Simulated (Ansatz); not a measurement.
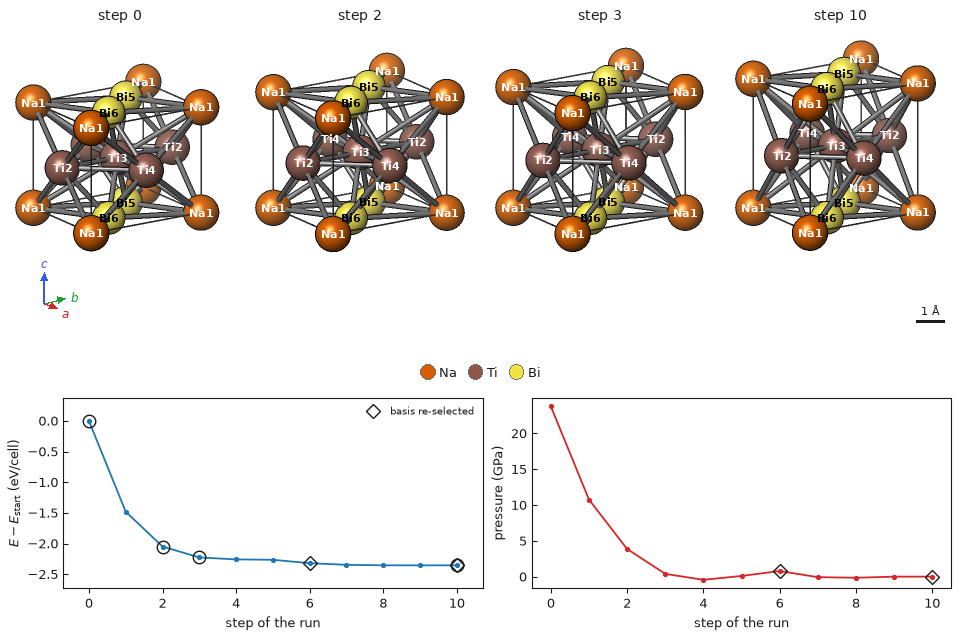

Frames of a relaxation of a crystal of NaTi3Bi2 (built on the ZrCo3B2 type) (coarse preliminary run), marked on the history of the run. A ball-and-stick model of the cell of the calculation, seen slightly off an axis.

Case: ZrCo3B2 type (P6/mmm, No. 191).

Theory: DFT PBE, scalar-relativistic, plane waves, PAW in Ansatz. Set-up: plane-wave cutoff 420 eV; k-point mesh 3 × 3 × 4; occupations gaussian; smearing width 0.1 eV; no spin polarisation; cell and atoms relaxed; force threshold 0.04 eV/Å; at most 70 steps.

Q: What happens along the run?

A: After 8 accepted moves (10 points after the start) the energy has fallen by 2.356 eV per cell of the calculation. All forces vanish by symmetry, so only the cell relaxes. The pressure goes from 23.76 to 0.01 GPa. The SCF was repeated twice at an unchanged geometry on a basis and grid sized afresh for the cell, which shifted the energy by 54.8 meV per cell of the calculation at most. No atom moves by more than 0.005 Å relative to the cell. The volume changes by +17.6 %, with a = b 6.113 → 5.987 Å (−2.1 %), c 3.825 → 4.688 Å (+22.6 %). Near-neighbour distances that change, for instance: Ti2–Bi5 2.602 → 2.913 Å, Na1–Ti2 3.606 → 3.802 Å, Na1–Bi5 3.529 → 3.457 Å, Ti2–Ti3 3.057 → 2.994 Å. The space group stays P6/mmm (No. 191). From step 0 to 2: volume +17.1 %, energy −2.049 eV per cell of the calculation. From step 2 to 3: volume +2.8 %, energy −0.178 eV per cell of the calculation. From step 3 to 10: volume −2.3 %, energy −0.129 eV per cell of the calculation.

| step | E − E(0), meV/atom | pressure, GPa | volume, Å³/atom | note |
| --- | --- | --- | --- | --- |
| 0 | 0.00 | 23.76 | 20.632 |  |
| 1 | -246.86 | 10.76 | 22.682 |  |
| 2 | -341.52 | 3.87 | 24.152 |  |
| 3 | -371.16 | 0.40 | 24.830 |  |
| 4 | -376.46 | -0.43 | 24.748 |  |
| 5 | -377.55 | 0.11 | 24.414 |  |
| 6 | -386.68 | 0.80 | 24.414 | same geometry, new basis |
| 7 | -391.21 | -0.06 | 24.481 |  |
| 8 | -392.53 | -0.14 | 24.248 |  |
| 9 | -392.63 | 0.01 | 24.260 |  |
| 10 | -392.61 | 0.01 | 24.260 | same geometry, new basis |

Limits of the set-up: the k-point mesh is coarse for a cell with partly filled bands.
